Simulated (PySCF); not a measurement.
# C$_{3}$H$_{11}$GeN: excited-state calculation

The run: excited-state calculation of C$_{3}$H$_{11}$GeN (GeH2Me(NMe2)), SMILES [H][Ge]([H])([CH3])[N](C)C. Method and program: TDDFT B3LYP/def2-SVPD, vertical, gas phase, core orbitals frozen in the response (PySCF 2.14.0).

The geometry comes from this level: PBE0-D3(BJ)/def2-SVP. It belongs to a series of runs on one base structure; here: one ligand: Cl to NMe2.

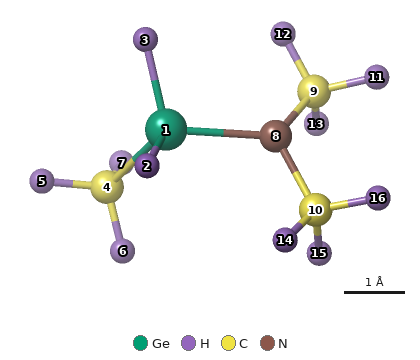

Figure 1. The input geometry (ball-and-stick view, seen at a tilt; atoms are numbered from 1 in the order of the input). Sticks mark near contacts.

**Key numbers**

- outcome: converged
- total energy: −2252.360642 hartree
- HOMO: −5.78 eV
- LUMO: 0.16 eV
- dipole moment: 0.83 D
- mean polarisability: 79.60 a.u.
- vertical ionisation energy: 7.88 eV
- lowest singlet excitation: 5.05 eV
- hardware: 1 CPU thread, shared host
- wall time: 2.1 min
- peak memory: 1 GiB

**Notes**

Spin–orbit coupling is left out, which matters for the heavy atoms.

**Input**
```
{"job": {"kind": "uv", "xc": "B3LYP", "basis": "def2-SVPD", "ip": true, "nstates": 15}, "charge": 0, "multiplicity": 1}
Ge     0.897333     0.769637     0.634290
H      0.857527     0.820054     2.175273
H      2.346560     0.790247     0.106975
C     -0.104110     2.279197    -0.108920
H      0.349091     3.233806     0.198663
H     -1.145419     2.257432     0.244539
H     -0.106360     2.233939    -1.207934
N      0.205689    -0.870378     0.163219
C      0.380078    -1.344037    -1.182976
C     -1.003010    -1.328592     0.792792
H      0.373694    -2.450357    -1.210833
H      1.350123    -1.015738    -1.588920
H     -0.410382    -1.001264    -1.886406
H     -1.061453    -0.971369     1.833143
H     -1.932205    -1.001754     0.275270
H     -1.031517    -2.434773     0.828224
```

The first line tells a small driver script what to run in PySCF; the rest is the geometry in Å.

Launch command:
```bash
OMP_NUM_THREADS=1 python <driver script> task.json out
```

**What the program printed**
```
coarse grid: 55272 points
cycle   1  E = -2252.2890668528  dE = -4.721e-01  |g| = 6.166e-01  |ddm| = 5.089e+00
cycle   2  E = -2252.2182217533  dE =  7.085e-02  |g| = 8.476e-01  |ddm| = 1.678e+00
cycle   3  E = -2252.3576706913  dE = -1.394e-01  |g| = 1.180e-01  |ddm| = 9.889e-01
cycle   4  E = -2252.3604354883  dE = -2.765e-03  |g| = 3.200e-02  |ddm| = 1.406e-01
cycle   5  E = -2252.3606459646  dE = -2.105e-04  |g| = 7.833e-03  |ddm| = 5.456e-02
cycle   6  E = -2252.3606620265  dE = -1.606e-05  |g| = 2.082e-03  |ddm| = 1.988e-02
cycle   7  E = -2252.3606629087  dE = -8.822e-07  |g| = 3.615e-04  |ddm| = 2.728e-03
final grid: 116752 points
cycle   8  E = -2252.3606420092  dE = -8.849e-08  |g| = 4.295e-04  |ddm| = 7.603e-03
cycle   9  E = -2252.3606419750  dE =  3.422e-08  |g| = 5.858e-04  |ddm| = 1.409e-03
cycle  10  E = -2252.3606420507  dE = -7.575e-08  |g| = 7.721e-05  |ddm| = 7.623e-04
cycle  11  E = -2252.3606420521  dE = -1.382e-09  |g| = 1.505e-05  |ddm| = 1.187e-04
cycle  12  E = -2252.3606420522  dE = -3.956e-11  |g| = 2.855e-06  |ddm| = 2.139e-05
```

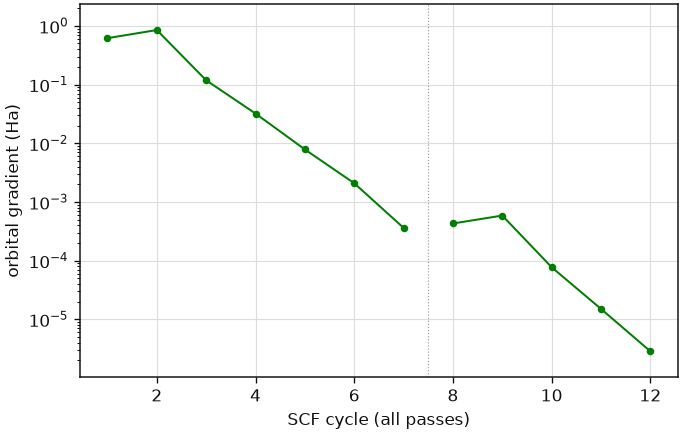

Figure 2. Convergence of the self-consistent field: orbital gradient against the SCF cycle. The dotted line marks the change from a coarse to the final integration grid. The first 7 cycles use a coarse grid, the final grid takes over at cycle 8, and the field converges after 12 cycles in all.

```
converged SCF energy = -2252.3606420522

Static polarisability (au): isotropic 79.597, principal 75.151 76.603 87.038

Singlet excitations
state   eV       nm        f      main configurations
  1   5.0497    245.5   0.01015   H->L 0.95
  2   5.5524    223.3   0.00581   H->L+1 0.84, H->L+2 0.09
  3   5.7905    214.1   0.02792   H->L+2 0.88, H->L+1 0.10
  4   6.1345    202.1   0.02956   H->L+3 0.98
  5   6.1711    200.9   0.00060   H->L+4 0.98
  6   6.6339    186.9   0.00064   H->L+6 0.87, H->L+5 0.10
  7   6.6629    186.1   0.01057   H->L+5 0.86, H->L+6 0.11
  8   7.3530    168.6   0.06899   H->L+7 0.88
  9   7.4060    167.4   0.01375   H->L+9 0.85
 10   7.4822    165.7   0.00150   H->L+8 0.95
 11   7.7608    159.8   0.02275   H->L+10 0.57, H->L+11 0.35
 12   7.7679    159.6   0.02114   H->L+11 0.63, H->L+10 0.30
 13   7.9720    155.5   0.02109   H->L+12 0.99
 14   8.0435    154.1   0.01762   H-1->L 0.96
 15   8.2313    150.6   0.03920   H-2->L 0.97

Triplet excitations (Tamm-Dancoff, eV): 4.9620 5.3277 5.5367 6.0229
Vertical ionisation energy (delta-SCF) = 7.8804 eV
```

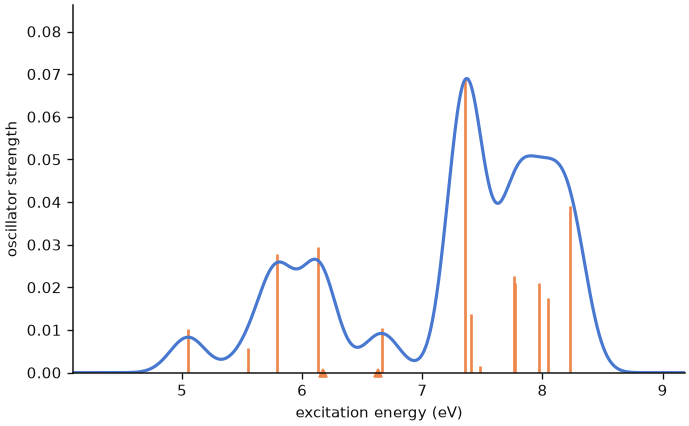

Figure 3. Computed excitations as sticks (degenerate states added up, dark ones marked on the axis), with a Gaussian envelope of 0.35 eV full width at half maximum, scaled to the tallest. Of the 15 states the lowest lies at 5.05 eV (f = 0.010); the strongest line is at 7.35 eV, or 169 nm (f = 0.069).

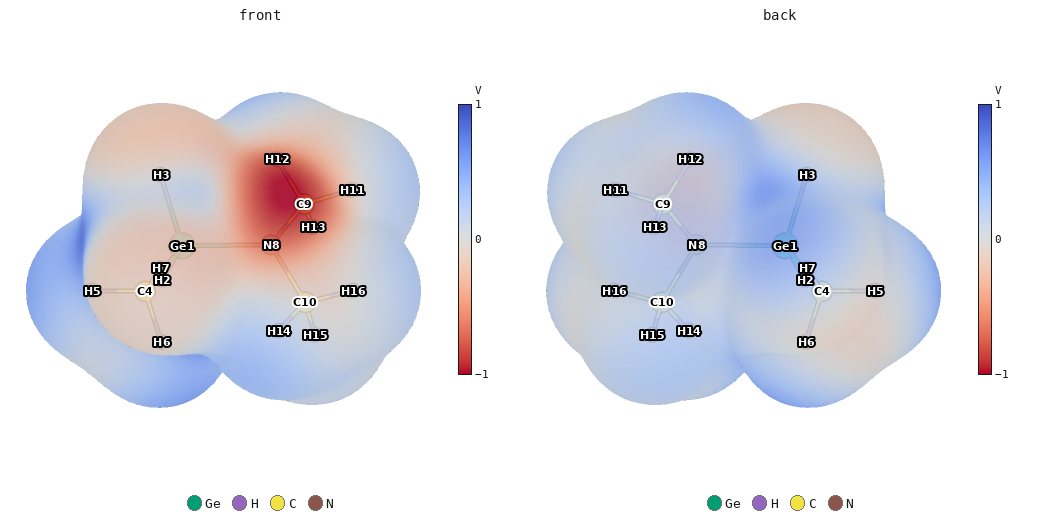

Figure 4. The electrostatic potential painted on the density surface at 0.001 e/bohr³, seen at a tilt and from behind; the colour scale runs from red (negative) to blue (positive). A positive charge is drawn to the negative regions and a negative charge to the positive ones. Its dipole moment is 0.83 D.

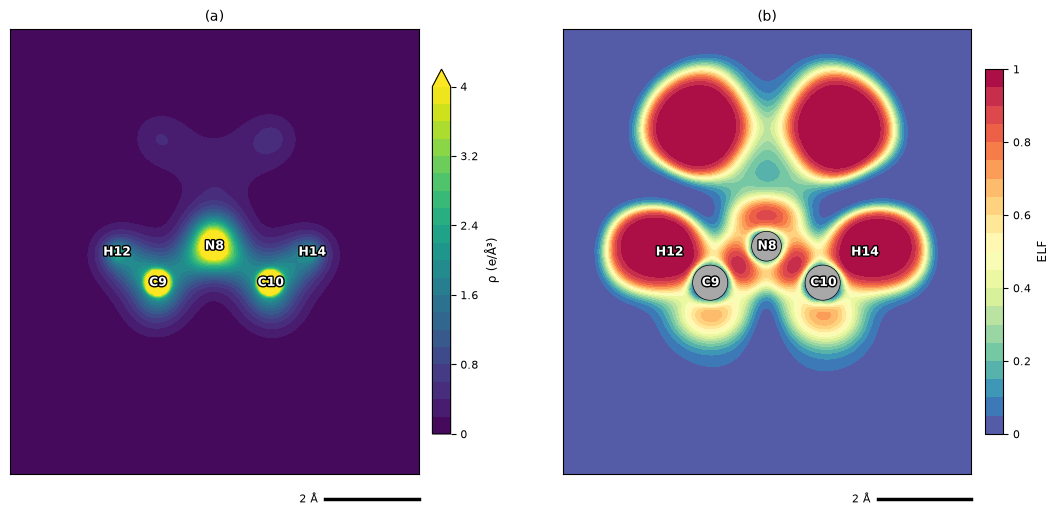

Figure 5. (a) electron density; (b) ELF on the plane of atoms N8, C9 and H12. Grey discs, where drawn, cover atomic cores. Atoms in the plane: N, C and H. C–N (1.44 Å): ρ is about 2 e/Å³ halfway; the ELF peaks at about 0.95 between the atoms, as expected for localised, shared-pair bonding.
